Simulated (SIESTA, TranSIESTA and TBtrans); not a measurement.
Device: Ta chain bridged by a linear H2 unit along the axis. Leads: straight Ta chain, spacing 2.35 Å. Geometry: 4 atoms about the centre moved by SIESTA (PBE, DZP) to a largest force of 0.04 eV/Å, all others as built, motion along the axis alone.

Computed with TranSIESTA and TBtrans, PBE, DZP numerical orbitals (energy shift 0.15 eV), PseudoDojo norm-conserving scalar-relativistic potentials, mesh cutoff 200 Ry, 300 K, spin-polarised (collinear), no spin-orbit coupling; self-consistent non-equilibrium Green functions.

Energies count from the leads' Fermi level. Transmissions are for each spin. The energy step is 0.01 eV; narrower resonances are cut or missed.

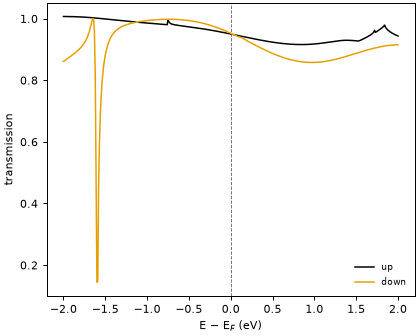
Fig. 1. Transmission against energy

```
E (eV)  T up  T down  lead channels up  down
------  ----  ------  ----------------  ----
-2.00   1.01    0.86                 4     3
-1.80   1.01    0.90                 4     3
-1.60   1.00    0.14                 4     3
-1.40   1.00    0.95                 4     4
-1.20   0.99    0.98                 4     4
-1.00   0.99    0.99                 4     4
-0.80   0.98    1.00                 4     4
-0.60   0.98    1.00                 6     4
-0.40   0.97    0.99                 6     4
-0.20   0.96    0.97                 6     4
0.00    0.95    0.95                 6     4
0.20    0.94    0.93                 6     6
0.40    0.93    0.90                 6     6
0.60    0.92    0.88                 6     6
0.80    0.92    0.86                 6     6
1.00    0.92    0.86                 6     6
1.20    0.92    0.86                 6     6
1.40    0.93    0.88                 6     6
1.60    0.94    0.90                 4     6
1.80    0.97    0.91                 2     6
2.00    0.94    0.91                 1     6
```

The magnetic order of the leads was set by the start, and no other order was tried; the separate lead runs end at 1.06 (left) and 1.06 (right) μB an atom. The straight chain is held at its spacing; free chains may zigzag or dimerise. Spin-orbit coupling, left out here, matters for the heavy atoms.
